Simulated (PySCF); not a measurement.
# UTPSSh/x2c-SVPall (sfX2C) run of SnH3O2 (SMILES [OH][SnH][OH])

Aim: the vertical ionisation energy of SnH3O2 at UTPSSh/x2c-SVPall (sfX2C), from 2 runs. The job is set up through a Python script.

The calculation is run with PySCF 2.14.0.

### Step 1. The molecule

The species is SnH3O2 (6 atoms), meant as a doublet with charge 0. SMILES: `[OH][SnH][OH]`. The shape is that of a PBE0-D4/def2-TZVP optimisation. This is one conformer, not always the lowest.

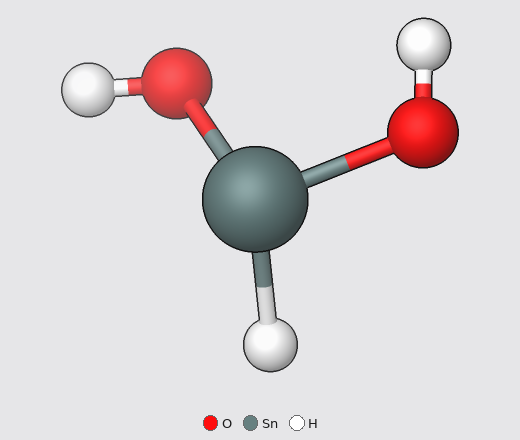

Viewed from a chosen angle; oxygen red, tin teal, hydrogen white.

### Step 2. A single-point energy at UTPSSh/x2c-SVPall (sfX2C)

calc.py

```python
from pyscf import gto, dft

system = gto.M(
    atom='''
O     -2.358945    -1.293895    -0.441062
Sn     0.788016     0.571642    -1.208669
O      2.671884    -0.072377     1.921285
H     -3.499773    -1.480411    -1.839837
H      0.243019     3.828774    -1.179756
H      2.234979    -1.674297     2.660923
''',
    unit='bohr',
    verbose=4,
    charge=0,
    spin=1,
    basis='x2c-svpall',
    max_memory=1860,
)

mf = dft.UKS(system, xc='tpssh')
mf = mf.x2c()
mf.grids.level = 4
mf.conv_tol = 1e-10
mf.kernel()
if not mf.converged:
    mf = mf.newton().run(mf.mo_coeff, mf.mo_occ)

etot = mf.e_tot
print('E(%s) = %.9f' % ('TPSSH', etot))
```

Command:

```sh
$ OMP_NUM_THREADS=1 python calc.py
```

What it wrote:

```text
PySCF version 2.14.0

[INPUT] num. atoms = 6
[INPUT] num. electrons = 69
[INPUT] charge = 0
[INPUT] spin (= nelec alpha-beta = 2S) = 1
[INPUT] symmetry False subgroup None
[INPUT] Mole.unit = bohr
[INPUT] Symbol           X                Y                Z      unit          X                Y                Z       unit  Magmom
[INPUT]  1 O     -1.248299935814  -0.684699747323  -0.233399959003 AA   -2.358945000000  -1.293895000000  -0.441062000000 Bohr   0.0
[INPUT]  2 Sn     0.417000109040   0.302499919205  -0.639600090345 AA    0.788016000000   0.571642000000  -1.208669000000 Bohr   0.0
[INPUT]  3 O      1.413900123022  -0.038300258995   1.016700237682 AA    2.671884000000  -0.072377000000   1.921285000000 Bohr   0.0
[INPUT]  4 H     -1.852000114993  -0.783399763995  -0.973599812207 AA   -3.499773000000  -1.480411000000  -1.839837000000 Bohr   0.0
[INPUT]  5 H      0.128600116621   2.026099946563  -0.624299989646 AA    0.243019000000   3.828774000000  -1.179756000000 Bohr   0.0
[INPUT]  6 H      1.182699953685  -0.885999816712   1.408099811613 AA    2.234979000000  -1.674297000000   2.660923000000 Bohr   0.0

nuclear repulsion = 276.879860643548
number of shells = 15
number of NR pGTOs = 174
number of NR cGTOs = 79
basis = x2c-svpall
ecp = {}

[... 37 lines left out ...]
WARN: HOMO -0.220189738556352 >= LUMO -0.220189738556345
[... 54 lines left out ...]
converged SCF energy = -6327.94662576973  <S^2> = 0.7544182  2S+1 = 2.0044133
E(TPSSH) = -6327.946625770
```

It took 46 s on 1 thread of Arm Neoverse V1, shared host; peak memory 0.46 GiB.

### Step 3. The singlet cation, same level

start.xyz

```xyz
6
H3O2Sn
O     -1.248300    -0.684700    -0.233400
Sn     0.417000     0.302500    -0.639600
O      1.413900    -0.038300     1.016700
H     -1.852000    -0.783400    -0.973600
H      0.128600     2.026100    -0.624300
H      1.182700    -0.886000     1.408100
```

calc.py

```python
from pyscf import gto, dft

system = gto.M(
    atom='start.xyz',
    max_memory=1860,
    basis='x2c-svpall',
    spin=0,
    charge=1,
    verbose=4,
)

myscf = dft.RKS(system, xc='tpssh')
myscf = myscf.sfx2c1e()
myscf.conv_tol = 1e-10
myscf.grids.level = 4
myscf.kernel()
if not myscf.converged:
    myscf = myscf.newton().run(myscf.mo_coeff, myscf.mo_occ)

e_final = myscf.e_tot
print('E(%s) = %.9f' % ('TPSSH', e_final))
```

Command:

```sh
$ OMP_NUM_THREADS=1 python calc.py
```

What it wrote:

```text
PySCF version 2.14.0

[INPUT] num. atoms = 6
[INPUT] num. electrons = 68
[INPUT] charge = 1
[INPUT] spin (= nelec alpha-beta = 2S) = 0
[INPUT] symmetry False subgroup None
[INPUT] Mole.unit = angstrom
[INPUT] Symbol           X                Y                Z      unit          X                Y                Z       unit  Magmom
[INPUT]  1 O     -1.248300000000  -0.684700000000  -0.233400000000 AA   -2.358945121295  -1.293895477490  -0.441062077473 Bohr   0.0
[INPUT]  2 Sn     0.417000000000   0.302500000000  -0.639600000000 AA    0.788015793944   0.571642152681  -1.208668829272 Bohr   0.0
[INPUT]  3 O      1.413900000000  -0.038300000000   1.016700000000 AA    2.671883767523  -0.072376510571   1.921284550845 Bohr   0.0
[INPUT]  4 H     -1.852000000000  -0.783400000000  -0.973600000000 AA   -3.499772782694  -1.480411445984  -1.839837354877 Bohr   0.0
[INPUT]  5 H      0.128600000000   2.026100000000  -0.624300000000 AA    0.243018779619   3.828774100981  -1.179756019566 Bohr   0.0
[INPUT]  6 H      1.182700000000  -0.886000000000   1.408100000000 AA    2.234979087523  -1.674297346365   2.660923356000 Bohr   0.0

nuclear repulsion = 276.879869330226
number of shells = 15
number of NR pGTOs = 174
number of NR cGTOs = 79
basis = x2c-svpall
ecp = {}

******** <class 'pyscf.x2c.sfx2c1e.sfX2C1eRKS'> ********
method = sfX2C1eRKS
initial guess = minao
damping factor = 0
level_shift factor = 0
DIIS = <class 'pyscf.scf.diis.CDIIS'>
diis_start_cycle = 1
diis_space = 8
diis_damp = 0
SCF conv_tol = 1e-10
SCF conv_tol_grad = None
SCF max_cycles = 50
direct_scf = True
direct_scf_tol = 1e-13
XC library pyscf.dft.libxc version 7.0.0
    S. Lehtola, C. Steigemann, M. J.T. Oliveira, and M. A.L. Marques.,  SoftwareX 7, 1–5 (2018)
XC functionals = tpssh
radial grids:
    Treutler-Ahlrichs [JCP 102, 346 (1995); DOI:10.1063/1.469408] (M4) radial grids

becke partition: Becke, JCP 88, 2547 (1988); DOI:10.1063/1.454033
pruning grids: <function nwchem_prune>
grids dens level: 4
symmetrized grids: False
atomic radii adjust function: <function treutler_atomic_radii_adjust>
small_rho_cutoff = 0

******** <class 'pyscf.x2c.sfx2c1e.SpinFreeX2CHelper'> ********
approx = 1e
xuncontract = 1
Set gradient conv threshold to 1e-05
Initial guess from minao.
tot grids = 135776
init E= -6327.91951450633
  HOMO = -0.391318651043756  LUMO = -0.220189716808567  gap/eV = 4.65666
cycle= 1 E= -6327.33686891325  delta_E= 0.583  |g|= 1.13  |ddm|= 2.59
  HOMO = -0.309413969199808  LUMO = -0.277692655061869  gap/eV = 0.86318
cycle= 2 E= -6323.97248682958  delta_E= 3.36  |g|= 3.47  |ddm|= 4.66
  HOMO = -0.492849721472473  LUMO = -0.397905226814116  gap/eV = 2.58357
cycle= 3 E= -6327.59715313312  delta_E= -3.62  |g|= 0.388  |ddm|= 4.04
  HOMO = -0.465189205403689  LUMO = -0.403248814108945  gap/eV = 1.68548
cycle= 4 E= -6327.44005528548  delta_E= 0.157  |g|= 0.904  |ddm|= 1.21
  HOMO = -0.507609724711019  LUMO = -0.411543940377057  gap/eV = 2.61408
cycle= 5 E= -6327.63715334651  delta_E= -0.197  |g|= 0.0681  |ddm|= 0.844
  HOMO = -0.516163990051485  LUMO = -0.40889978852461  gap/eV = 2.91881
cycle= 6 E= -6327.63832859695  delta_E= -0.00118  |g|= 0.0339  |ddm|= 0.125
  HOMO = -0.513946867623692  LUMO = -0.408013432060687  gap/eV = 2.88260
cycle= 7 E= -6327.63869361386  delta_E= -0.000365  |g|= 0.00622  |ddm|= 0.053
  HOMO = -0.514034802947764  LUMO = -0.408321911864821  gap/eV = 2.87659
cycle= 8 E= -6327.63870721897  delta_E= -1.36e-05  |g|= 0.00153  |ddm|= 0.0112
  HOMO = -0.514085732310707  LUMO = -0.408217483476634  gap/eV = 2.88082
cycle= 9 E= -6327.63870794898  delta_E= -7.3e-07  |g|= 0.000198  |ddm|= 0.00233
  HOMO = -0.514098515453578  LUMO = -0.408224548760578  gap/eV = 2.88098
cycle= 10 E= -6327.63870795754  delta_E= -8.56e-09  |g|= 8.26e-05  |ddm|= 0.000226
  HOMO = -0.514094999410568  LUMO = -0.408224263954632  gap/eV = 2.88089
cycle= 11 E= -6327.63870795939  delta_E= -1.85e-09  |g|= 1.11e-05  |ddm|= 8.38e-05
  HOMO = -0.514094449682365  LUMO = -0.408224698584223  gap/eV = 2.88086
cycle= 12 E= -6327.63870795941  delta_E= -1.91e-11  |g|= 1.23e-06  |ddm|= 1.49e-05
  HOMO = -0.514094548185327  LUMO = -0.408224642599983  gap/eV = 2.88087
Extra cycle  E= -6327.63870795942  delta_E= -1e-11  |g|= 2.92e-06  |ddm|= 4.4e-06
converged SCF energy = -6327.63870795942
E(TPSSH) = -6327.638707959
```

Run time: 23 s. Hardware: 1 thread of Arm Neoverse V1, shared host; peak memory 0.42 GiB.

### Step 4. Outcome

Level: UTPSSh/x2c-SVPall (sfX2C).

```
                                          quantity           value
                      doublet SnH3O2: total energy  -6327.94663 Eh
                     doublet SnH3O2: dipole moment          2.30 D
doublet SnH3O2: HOMO energy (highest over α and β)        -5.61 eV
 doublet SnH3O2: LUMO energy (lowest over α and β)        -3.68 eV
                              doublet SnH3O2: ⟨S²⟩           0.754
                      singlet cation: total energy  -6327.63871 Eh
                       singlet cation: HOMO energy       -13.99 eV
                       singlet cation: LUMO energy       -11.11 eV
                     singlet cation: HOMO–LUMO gap         2.88 eV
vertical ionisation energy (to the singlet cation)        8.379 eV
```

**Reading.** The vertical ionisation energy comes to 8.38 eV (808 kJ/mol). Only the singlet of the ionised species was computed; a triplet could lie lower. Mulliken charges (doublet SnH3O2) run from -0.49 on O1 to +0.70 on Sn2.
